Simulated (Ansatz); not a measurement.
**(NMe2)3Si-S-SiH3 (C6H21N3SSi2): a spread of methods and bases**

Aim: run (NMe2)3Si-S-SiH3 (C6H21N3SSi2) under a spread of inputs, and see what each costs and gives.

Method: the settings change from run to run; program: Ansatz 0.2.0, Gaussian basis.

## (1) The geometry

The geometry comes from an earlier relaxation with r2SCAN-D4/def2-SVP; it is a stationary point, not always the lowest conformer.

33 atoms, charge 0, spin multiplicity 1.

Atoms are counted from 1 here; the program's logs count them from 0.

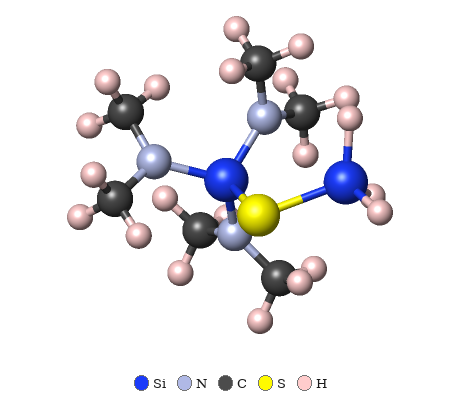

The geometry (silicon blue, nitrogen light blue, carbon dark grey, sulfur yellow, hydrogen pink).

Coordinates:

```
Si   -0.2236   -0.0334    0.3825
N    -1.3625   -0.8110   -0.6646
C    -1.6586   -2.2252   -0.7185
C    -1.9580   -0.0485   -1.7441
N    -0.7258    1.5621    0.8127
C    -1.7641    1.7903    1.7950
C    -0.2547    2.7678    0.1689
N     1.3473    0.0645   -0.3513
C     2.4252    0.8265    0.2476
C     1.6784   -0.5259   -1.6304
S    -0.1266   -1.2040    2.2230
Si    1.5377   -2.4354    1.6570
H    -1.2015   -2.7251   -1.5991
H    -1.2970   -2.7276    0.1897
H    -2.7518   -2.3918   -0.7795
H    -1.7738    1.0280   -1.6024
H    -1.5588   -0.3351   -2.7402
H    -3.0552   -0.1980   -1.7753
H    -2.6627    2.2576    1.3425
H    -1.4149    2.4591    2.6072
H    -2.0795    0.8431    2.2596
H     0.2331    3.4586    0.8873
H     0.4737    2.5260   -0.6185
H    -1.0879    3.3272   -0.3050
H     2.1351    1.1796    1.2497
H     2.6942    1.7139   -0.3613
H     3.3403    0.2131    0.3568
H     2.5456   -1.2112   -1.5478
H     1.9381    0.2446   -2.3852
H     0.8257   -1.1046   -2.0150
H     2.8394   -1.7068    1.6773
H     1.3465   -3.0506    0.3082
H     1.5968   -3.5277    2.6730
```

## (2) CCSD/6-31G*

This run has unrestricted orbitals.

in.yaml reads:

```yaml
crystal:
  periodic: [false, false, false]
  atoms:
    - {symbol: Si, position_ang: [-0.223589, -0.033413, 0.382518]}
    - {symbol: N, position_ang: [-1.362525, -0.810963, -0.664629]}
    - {symbol: C, position_ang: [-1.658564, -2.225192, -0.718507]}
    - {symbol: C, position_ang: [-1.957979, -0.048518, -1.744058]}
    - {symbol: N, position_ang: [-0.725789, 1.562109, 0.812677]}
    - {symbol: C, position_ang: [-1.764053, 1.790284, 1.795031]}
    - {symbol: C, position_ang: [-0.254687, 2.767810, 0.168945]}
    - {symbol: N, position_ang: [1.347336, 0.064502, -0.351289]}
    - {symbol: C, position_ang: [2.425184, 0.826478, 0.247564]}
    - {symbol: C, position_ang: [1.678355, -0.525938, -1.630404]}
    - {symbol: S, position_ang: [-0.126625, -1.204028, 2.222966]}
    - {symbol: Si, position_ang: [1.537709, -2.435424, 1.656998]}
    - {symbol: H, position_ang: [-1.201497, -2.725148, -1.599084]}
    - {symbol: H, position_ang: [-1.296951, -2.727623, 0.189722]}
    - {symbol: H, position_ang: [-2.751813, -2.391795, -0.779518]}
    - {symbol: H, position_ang: [-1.773846, 1.028035, -1.602379]}
    - {symbol: H, position_ang: [-1.558813, -0.335135, -2.740209]}
    - {symbol: H, position_ang: [-3.055221, -0.198048, -1.775314]}
    - {symbol: H, position_ang: [-2.662746, 2.257569, 1.342534]}
    - {symbol: H, position_ang: [-1.414899, 2.459136, 2.607152]}
    - {symbol: H, position_ang: [-2.079481, 0.843108, 2.259641]}
    - {symbol: H, position_ang: [0.233100, 3.458644, 0.887327]}
    - {symbol: H, position_ang: [0.473669, 2.526000, -0.618475]}
    - {symbol: H, position_ang: [-1.087932, 3.327173, -0.305038]}
    - {symbol: H, position_ang: [2.135051, 1.179610, 1.249739]}
    - {symbol: H, position_ang: [2.694194, 1.713934, -0.361342]}
    - {symbol: H, position_ang: [3.340264, 0.213116, 0.356844]}
    - {symbol: H, position_ang: [2.545551, -1.211244, -1.547779]}
    - {symbol: H, position_ang: [1.938118, 0.244618, -2.385224]}
    - {symbol: H, position_ang: [0.825707, -1.104556, -2.014958]}
    - {symbol: H, position_ang: [2.839413, -1.706800, 1.677312]}
    - {symbol: H, position_ang: [1.346509, -3.050625, 0.308207]}
    - {symbol: H, position_ang: [1.596831, -3.527675, 2.673019]}
basis:
  gaussian: {orbitals: "6-31G*"}
magnetization: {spin_polarized: true, initial_magnetization: 0}
hamiltonian: {xc: {name: HF}}
correlation: {method: ccsd}
```

Run with:

```console
ansatz run in.yaml --threads 2 --pin off --events-out ev --progress --plain --max-ram 22528MiB --backend cuda --devices 0, --max-vram 18GiB
```

The log of the run:

```text
Functional definition: HF
  name "HF"
  cite "Fock, Z. Phys. 61, 126 (1930) doi:10.1007/BF01340294"
  parent pbe
  exchange = exact_x
  correlation = 0
2449 factors; integrals over basis functions are off by at most 7.5e-4 eV
mean field evaluation 1: about -37496.7314 eV, gradient 3.3e1 eV
mean field evaluation 2: about -37496.9588 eV, gradient 3.3e1 eV
mean field evaluation 4: about -37502.9165 eV, gradient 4.8e0 eV
mean field evaluation 8: about -37503.0356 eV, gradient 1.8e-1 eV
mean field evaluation 16: about -37501.8608 eV, gradient 1.3e1 eV
mean field -37503.03586647 eV, -1378.2111476221 hartree, gradient 8.3e-7 eV, S^2 0.000000; 0 other end points of the search recorded, 0 dependent functions left out
24 core orbitals not correlated: weight in the atoms' cores, before any rotation towards them, 1.000 or more for the frozen orbitals, at most 0.000 for the correlated occupied ones
reference -37503.03586647 eV, -1378.2111476221 hartree; 37, 37 occupied and 173, 173 virtual orbitals, 2449 factors
second order -42.84299596 eV of doubles, -0.00000000 eV of singles
cycle   1  -44.82453840 eV  change    -2.0e0 eV  update   1.5e-1
cycle   2  -46.15470914 eV  change    -1.3e0 eV  update   4.5e-2
cycle   3  -46.42458440 eV  change   -2.7e-1 eV  update   2.1e-2
cycle   4  -46.42603493 eV  change   -1.5e-3 eV  update   4.9e-3
cycle   5  -46.42450689 eV  change    1.5e-3 eV  update   2.3e-3
cycle   6  -46.42401228 eV  change    4.9e-4 eV  update   7.6e-4
cycle   7  -46.42371841 eV  change    2.9e-4 eV  update   3.0e-4
cycle   8  -46.42372939 eV  change   -1.1e-5 eV  update   9.1e-5
Total energy: -37549.45959586 eV, -1379.9171882101 hartree
```

It took 9 s on 1 × H100 (card shared with other runs) with 2 threads of AMD EPYC 7R13, shared host.

⟨S²⟩ 0.000, T1 0.011.

## (3) revPBE0/def2-mTZVP

This run has atoms shaken by 0.03 Å, a point charge of 1.00 e beside it, the search for lower states set to off.

in.yaml reads:

```yaml
crystal:
  periodic: [false, false, false]
  atoms:
    - {symbol: Si, position_ang: [-0.254875, -0.035872, 0.340912]}
    - {symbol: N, position_ang: [-1.345003, -0.758150, -0.670317]}
    - {symbol: C, position_ang: [-1.666682, -2.204809, -0.745884]}
    - {symbol: C, position_ang: [-1.963725, -0.039031, -1.790440]}
    - {symbol: N, position_ang: [-0.751388, 1.539828, 0.844806]}
    - {symbol: C, position_ang: [-1.737900, 1.818913, 1.808806]}
    - {symbol: C, position_ang: [-0.243410, 2.762141, 0.172697]}
    - {symbol: N, position_ang: [1.326592, 0.107606, -0.387481]}
    - {symbol: C, position_ang: [2.420304, 0.817963, 0.240337]}
    - {symbol: C, position_ang: [1.661805, -0.549125, -1.590457]}
    - {symbol: S, position_ang: [-0.106153, -1.223394, 2.218336]}
    - {symbol: Si, position_ang: [1.515752, -2.427736, 1.657150]}
    - {symbol: H, position_ang: [-1.231324, -2.749249, -1.603923]}
    - {symbol: H, position_ang: [-1.312291, -2.669039, 0.275853]}
    - {symbol: H, position_ang: [-2.725031, -2.451952, -0.809488]}
    - {symbol: H, position_ang: [-1.750756, 1.009134, -1.635385]}
    - {symbol: H, position_ang: [-1.559941, -0.315625, -2.753871]}
    - {symbol: H, position_ang: [-3.058277, -0.169175, -1.806115]}
    - {symbol: H, position_ang: [-2.605966, 2.293336, 1.357538]}
    - {symbol: H, position_ang: [-1.473774, 2.503091, 2.573616]}
    - {symbol: H, position_ang: [-2.115457, 0.848111, 2.283654]}
    - {symbol: H, position_ang: [0.229831, 3.460080, 0.857743]}
    - {symbol: H, position_ang: [0.503670, 2.550424, -0.659185]}
    - {symbol: H, position_ang: [-1.093009, 3.315520, -0.264672]}
    - {symbol: H, position_ang: [2.171511, 1.255909, 1.188448]}
    - {symbol: H, position_ang: [2.673268, 1.757924, -0.313260]}
    - {symbol: H, position_ang: [3.366881, 0.164817, 0.389574]}
    - {symbol: H, position_ang: [2.569390, -1.182694, -1.537637]}
    - {symbol: H, position_ang: [1.890453, 0.287043, -2.395526]}
    - {symbol: H, position_ang: [0.800696, -1.130364, -2.040002]}
    - {symbol: H, position_ang: [2.847418, -1.672408, 1.682249]}
    - {symbol: H, position_ang: [1.292912, -3.085532, 0.289286]}
    - {symbol: H, position_ang: [1.572529, -3.516708, 2.662124]}
basis:
  gaussian: {orbitals: def2-mTZVP, point_charges: [{charge: 1.00, position_ang: [7.485, -0.249, -0.687]}]}
hamiltonian: {xc: {name: revPBE0}}
scf: {lower_state_search: off}
output: {forces: true}
```

Launched as before.

The log of the run, shortened:

```text
Functional definition: revPBE0
  name "revPBE0"
  cite "Zhang & Yang, Phys. Rev. Lett. 80, 890 (1998) doi:10.1103/PhysRevLett.80.890"
  cite "Adamo & Barone, J. Chem. Phys. 110, 6158 (1999) doi:10.1063/1.478522"
  cite "Perdew, Burke & Ernzerhof, Phys. Rev. Lett. 77, 3865 (1996) doi:10.1103/PhysRevLett.77.3865"
[...]
2840 factors; integrals over basis functions are off by at most 1.1e-3 eV
[...]
mean field -37620.78245112 eV, -1382.5382547964 hartree, gradient 7.0e-6 eV, S^2 0.000000; 0 other end points of the search recorded, 0 dependent functions left out
[...]
reference -37620.78251761 eV, -1382.5382572400 hartree; 61, 61 occupied and 239, 239 virtual orbitals, 2840 factors
Total energy: -37620.78251761 eV, -1382.5382572400 hartree
Atom 0 at    -0.254875    -0.035872     0.340912 Å, force     1.105738     0.996557     1.951281 eV/Å
[...]
Atom 25 at     2.673268     1.757924    -0.313260 Å, force     0.305433    -0.771744    -0.291562 eV/Å
Atom 26 at     3.366881     0.164817     0.389574 Å, force    -1.315441     0.926813    -0.340558 eV/Å
Atom 27 at     2.569390    -1.182694    -1.537637 Å, force    -0.360859     0.012261     0.137772 eV/Å
Atom 28 at     1.890453     0.287043    -2.395526 Å, force    -0.134876    -1.532629     1.002099 eV/Å
Atom 29 at     0.800696    -1.130364    -2.040002 Å, force     1.047961     0.491453     0.767998 eV/Å
Atom 30 at     2.847418    -1.672408     1.682249 Å, force    -0.479550    -0.445638    -0.109850 eV/Å
Atom 31 at     1.292912    -3.085532     0.289286 Å, force     0.300872     0.354687     0.602579 eV/Å
Atom 32 at     1.572529    -3.516708     2.662124 Å, force     0.150246    -0.045147     0.046842 eV/Å
Dipole moment:    -0.503609     0.274623    -0.453011 e Å
Checks for a lower state left out: stability, starts, cluster_reference, orbital_swaps, neighbouring_geometries, increment
```

Wall time 4.1 s (1 × H100 (card shared with other runs) with 2 threads of AMD EPYC 7R13, shared host); peak host memory 1 GiB.

Largest force 3.960 eV/Å, dipole 3.51 D.

## (4) RPBE/aug-cc-pVDZ

Options: multiplicity 3, restricted open-shell orbitals, atoms shaken by 0.08 Å, density fitting with def2-universal-jkfit, D4 dispersion.

in.yaml reads:

```yaml
crystal:
  periodic: [false, false, false]
  atoms:
    - {symbol: Si, position_ang: [-0.219010, -0.021950, 0.324640]}
    - {symbol: N, position_ang: [-1.435783, -0.938138, -0.585844]}
    - {symbol: C, position_ang: [-1.629010, -2.057562, -0.652657]}
    - {symbol: C, position_ang: [-1.939956, -0.025806, -1.661720]}
    - {symbol: N, position_ang: [-0.806113, 1.479035, 0.760758]}
    - {symbol: C, position_ang: [-1.789932, 1.752185, 1.775190]}
    - {symbol: C, position_ang: [-0.277027, 2.892325, 0.068790]}
    - {symbol: N, position_ang: [1.281490, -0.002441, -0.470323]}
    - {symbol: C, position_ang: [2.347840, 0.716099, 0.213277]}
    - {symbol: C, position_ang: [1.614407, -0.550124, -1.583824]}
    - {symbol: S, position_ang: [-0.149581, -1.237396, 2.210104]}
    - {symbol: Si, position_ang: [1.536527, -2.411471, 1.491151]}
    - {symbol: H, position_ang: [-1.273284, -2.757754, -1.478293]}
    - {symbol: H, position_ang: [-1.403397, -2.694559, 0.167612]}
    - {symbol: H, position_ang: [-2.577052, -2.313369, -0.896204]}
    - {symbol: H, position_ang: [-1.783952, 1.097989, -1.598965]}
    - {symbol: H, position_ang: [-1.550329, -0.331856, -2.744999]}
    - {symbol: H, position_ang: [-3.079574, -0.178015, -1.778151]}
    - {symbol: H, position_ang: [-2.847468, 2.238339, 1.275851]}
    - {symbol: H, position_ang: [-1.322384, 2.545136, 2.711806]}
    - {symbol: H, position_ang: [-2.129466, 0.924333, 2.285535]}
    - {symbol: H, position_ang: [0.238642, 3.622022, 0.994309]}
    - {symbol: H, position_ang: [0.439475, 2.502657, -0.644064]}
    - {symbol: H, position_ang: [-1.160656, 3.453693, -0.331177]}
    - {symbol: H, position_ang: [2.203075, 1.124641, 1.218922]}
    - {symbol: H, position_ang: [2.793129, 1.710085, -0.405586]}
    - {symbol: H, position_ang: [3.292564, 0.276813, 0.476528]}
    - {symbol: H, position_ang: [2.467680, -1.297462, -1.551658]}
    - {symbol: H, position_ang: [2.007793, 0.228274, -2.475287]}
    - {symbol: H, position_ang: [0.845522, -1.112159, -1.881933]}
    - {symbol: H, position_ang: [2.813110, -1.717308, 1.540008]}
    - {symbol: H, position_ang: [1.371992, -3.028562, 0.324217]}
    - {symbol: H, position_ang: [1.605080, -3.552691, 2.586863]}
basis:
  gaussian: {orbitals: aug-cc-pVDZ, fitting: {mean_field: def2-universal-jkfit}}
magnetization: {spin_polarized: false, initial_magnetization: 2}
hamiltonian: {xc: {name: RPBE}, dispersion: d4}
scf: {omitted_lower_state_checks: [starts]}
output: {forces: true}
```

Same command.

The log of the run, shortened:

```text
Functional definition: RPBE
  name "RPBE"
  cite "Hammer, Hansen & Nørskov, Phys. Rev. B 59, 7413 (1999) doi:10.1103/PhysRevB.59.7413"
  cite "Perdew, Burke & Ernzerhof, Phys. Rev. Lett. 77, 3865 (1996) doi:10.1103/PhysRevLett.77.3865"
[...]
1443 factors; integrals over basis functions are off by at most 3.5e-1 eV
[...]
mean field -37614.82908363 eV, -1382.3194725765 hartree, gradient 2.5e-6 eV, S^2 2.000000; 0 other end points of the search recorded, 0 dependent functions left out
[...]
reference -37614.82918247 eV, -1382.3194762087 hartree; 62, 60 occupied and 415, 417 virtual orbitals, 1443 factors
Total energy: -37618.54526493 eV, -1382.4560397205 hartree
Atom 0 at    -0.219010    -0.021950     0.324640 Å, force    -0.051646    -2.099336     2.114632 eV/Å
Atom 1 at    -1.435783    -0.938138    -0.585844 Å, force     5.125680    23.513628    -0.736905 eV/Å
[...]
Atom 24 at     2.203075     1.124641     1.218922 Å, force    -1.461810     0.235580     0.223888 eV/Å
Atom 25 at     2.793129     1.710085    -0.405586 Å, force    -1.481309    -2.080462     0.895093 eV/Å
Atom 26 at     3.292564     0.276813     0.476528 Å, force     0.773930    -1.858591    -0.702492 eV/Å
Atom 27 at     2.467680    -1.297462    -1.551658 Å, force    -0.130075     0.430316     0.315012 eV/Å
Atom 28 at     2.007793     0.228274    -2.475287 Å, force    -1.096588    -1.407332     1.664626 eV/Å
Atom 29 at     0.845522    -1.112159    -1.881933 Å, force    -3.476363    -2.436051    -2.421136 eV/Å
Atom 30 at     2.813110    -1.717308     1.540008 Å, force     0.724520     0.515830    -0.021733 eV/Å
Atom 31 at     1.371992    -3.028562     0.324217 Å, force    -0.643715    -1.793670    -3.895494 eV/Å
Atom 32 at     1.605080    -3.552691     2.586863 Å, force    -0.069080     0.723084    -0.660042 eV/Å
Dipole moment:     0.494107    -0.409994    -0.103971 e Å
Checks for a lower state left out: starts
```

Wall time 11 s (1 × H100 (card shared with other runs) with 2 threads of AMD EPYC 7R13, shared host); peak host memory 1.1 GiB.

Largest force 24.077 eV/Å, dipole 3.12 D.

## (5) PBE0-DH/6-31++G**

This run has the search for lower states set to off.

in.yaml reads:

```yaml
crystal:
  periodic: [false, false, false]
  atoms:
    - {symbol: Si, position_ang: [-0.223589, -0.033413, 0.382518]}
    - {symbol: N, position_ang: [-1.362525, -0.810963, -0.664629]}
    - {symbol: C, position_ang: [-1.658564, -2.225192, -0.718507]}
    - {symbol: C, position_ang: [-1.957979, -0.048518, -1.744058]}
    - {symbol: N, position_ang: [-0.725789, 1.562109, 0.812677]}
    - {symbol: C, position_ang: [-1.764053, 1.790284, 1.795031]}
    - {symbol: C, position_ang: [-0.254687, 2.767810, 0.168945]}
    - {symbol: N, position_ang: [1.347336, 0.064502, -0.351289]}
    - {symbol: C, position_ang: [2.425184, 0.826478, 0.247564]}
    - {symbol: C, position_ang: [1.678355, -0.525938, -1.630404]}
    - {symbol: S, position_ang: [-0.126625, -1.204028, 2.222966]}
    - {symbol: Si, position_ang: [1.537709, -2.435424, 1.656998]}
    - {symbol: H, position_ang: [-1.201497, -2.725148, -1.599084]}
    - {symbol: H, position_ang: [-1.296951, -2.727623, 0.189722]}
    - {symbol: H, position_ang: [-2.751813, -2.391795, -0.779518]}
    - {symbol: H, position_ang: [-1.773846, 1.028035, -1.602379]}
    - {symbol: H, position_ang: [-1.558813, -0.335135, -2.740209]}
    - {symbol: H, position_ang: [-3.055221, -0.198048, -1.775314]}
    - {symbol: H, position_ang: [-2.662746, 2.257569, 1.342534]}
    - {symbol: H, position_ang: [-1.414899, 2.459136, 2.607152]}
    - {symbol: H, position_ang: [-2.079481, 0.843108, 2.259641]}
    - {symbol: H, position_ang: [0.233100, 3.458644, 0.887327]}
    - {symbol: H, position_ang: [0.473669, 2.526000, -0.618475]}
    - {symbol: H, position_ang: [-1.087932, 3.327173, -0.305038]}
    - {symbol: H, position_ang: [2.135051, 1.179610, 1.249739]}
    - {symbol: H, position_ang: [2.694194, 1.713934, -0.361342]}
    - {symbol: H, position_ang: [3.340264, 0.213116, 0.356844]}
    - {symbol: H, position_ang: [2.545551, -1.211244, -1.547779]}
    - {symbol: H, position_ang: [1.938118, 0.244618, -2.385224]}
    - {symbol: H, position_ang: [0.825707, -1.104556, -2.014958]}
    - {symbol: H, position_ang: [2.839413, -1.706800, 1.677312]}
    - {symbol: H, position_ang: [1.346509, -3.050625, 0.308207]}
    - {symbol: H, position_ang: [1.596831, -3.527675, 2.673019]}
basis:
  gaussian: {orbitals: "6-31++G**"}
hamiltonian: {xc: {name: PBE0-DH}}
scf: {lower_state_search: off}
output: {forces: true}
```

The command is unchanged.

The log of the run, shortened:

```text
Functional definition: PBE0-DH
  name "PBE0-DH"
  cite "Brémond & Adamo, J. Chem. Phys. 135, 024106 (2011) doi:10.1063/1.3604569"
  cite "Perdew, Burke & Ernzerhof, Phys. Rev. Lett. 77, 3865 (1996) doi:10.1103/PhysRevLett.77.3865"
[...]
3300 factors; integrals over basis functions are off by at most 1.2e-3 eV
[...]
mean field -37594.47204029 eV, -1381.5713650322 hartree, gradient 3.8e-6 eV, S^2 0.000000; 0 other end points of the search recorded, 0 dependent functions left out
24 core orbitals not correlated: weight in the atoms' cores, before any rotation towards them, 1.000 or more for the frozen orbitals, at most 0.000 for the correlated occupied ones
reference -37594.47211826 eV, -1381.5713678975 hartree; 37, 37 occupied and 305, 305 virtual orbitals, 3300 factors
second order -58.69006952 eV of doubles, -0.00000000 eV of singles
[...]
Atom 24 at     2.135051     1.179610     1.249739 Å, force     0.088857    -0.129659    -0.354012 eV/Å
Atom 25 at     2.694194     1.713934    -0.361342 Å, force    -0.127950    -0.329803     0.191850 eV/Å
Atom 26 at     3.340264     0.213116     0.356844 Å, force    -0.352075     0.190359    -0.044456 eV/Å
Atom 27 at     2.545551    -1.211244    -1.547779 Å, force    -0.318892     0.251191     0.016924 eV/Å
Atom 28 at     1.938118     0.244618    -2.385224 Å, force    -0.105504    -0.244656     0.308399 eV/Å
Atom 29 at     0.825707    -1.104556    -2.014958 Å, force     0.282117     0.205116     0.149967 eV/Å
Atom 30 at     2.839413    -1.706800     1.677312 Å, force    -0.226121    -0.089070    -0.013931 eV/Å
Atom 31 at     1.346509    -3.050625     0.308207 Å, force     0.009986     0.110470     0.212599 eV/Å
Atom 32 at     1.596831    -3.527675     2.673019 Å, force    -0.018353     0.173943    -0.150018 eV/Å
Dipole moment:     0.070389     0.237548    -0.454942 e Å
Checks for a lower state left out: starts, cluster_reference, orbital_swaps, neighbouring_geometries, increment
```

It took 13 s on 1 × H100 (card shared with other runs) with 2 threads of AMD EPYC 7R13, shared host; peak host memory 3.1 GiB.

Largest force 0.429 eV/Å, dipole 2.49 D.

## (6) The runs in one table

```tsv
level	charge	multiplicity	geometry	functions	energy (eV)	time
CCSD/6-31G*	0	1	relaxed	234	-37549.460	9 s
revPBE0/def2-mTZVP	0	1	shaken, point charge	300	-37620.783	4.1 s
RPBE/aug-cc-pVDZ	0	3	shaken	477	-37618.545	11 s
PBE0-DH/6-31++G**	0	1	relaxed	366	-37601.808	13 s
```

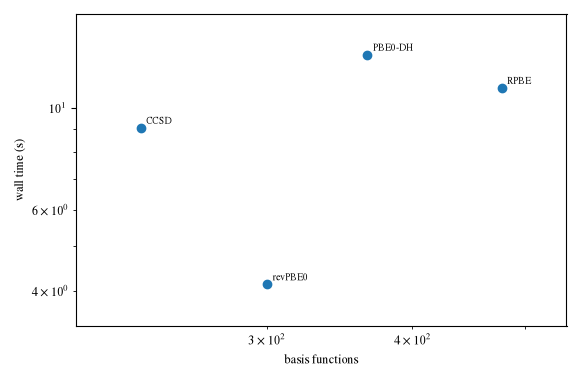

Wall time against the number of basis functions (shared host).

## (7) Outcome

| quantity | value |
| --- | --- |
| runs | 4 |
| quickest | revPBE0/def2-mTZVP, 4.1 s |
| slowest | PBE0-DH/6-31++G**, 13 s |
| spread of total energies, same state and geometry | 52.3 eV |

**Reading.** PBE0-DH/6-31++G** took 3 times as long as revPBE0/def2-mTZVP. The jobs differ in tasks and options as well as level. The totals spread over 52 eV; they can't be compared across methods or bases. At the r2SCAN-D4/def2-SVP geometry and in the same state, runs without warnings or point charges leave forces up to 0.43 eV/Å (PBE0-DH/6-31++G**).
